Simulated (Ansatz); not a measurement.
A substitution series on C: Br to I

On one C centre that keeps H, n of the Br ligands are replaced by I. The mean harmonic wavenumber of the C–H stretches y in cm⁻¹ at PBE0-D4/def2-TZVP. The shapes are optimised at that level. Programs: Ansatz 0.2.0.

| molecule | n | y (cm⁻¹) |
| --- | --- | --- |
| CHBr3 | 0 | 3200 |
| CHBr2I | 1 | 3199 |
| CHBrI2 | 2 | ? |
| CHI3 | 3 | 3195 |

Fit y = c + s·n to the known rows and predict CHBrI2.


1. Means of the 3 rows: n = 1.33333, y = 3198.0.
2. Σ(Δn)² = 4.6667, Σ(Δn·Δy) = -8, so the slope is -8/4.6667 = -1.7143.
3. Intercept: 3198.0 − (-1.7143) × 1.33333 = 3200.3. The largest residual of the fit is 0.4.
4. CHBrI2: 3200.3 + (-1.7143) × 2 = 3197 cm⁻¹.

The run gave 3197 cm⁻¹, so the prediction is off by 0 cm⁻¹: they agree to the digits shown. The steps per swap are -1, -2, -2 cm⁻¹. The wavenumbers are unscaled and lie a few per cent above observed bands. For atoms past krypton def2 sets carry core potentials with scalar relativity. Relativity is left out for Br.

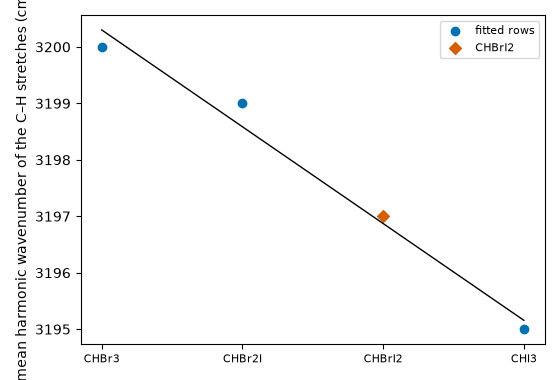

The fitted line, with the withheld member.
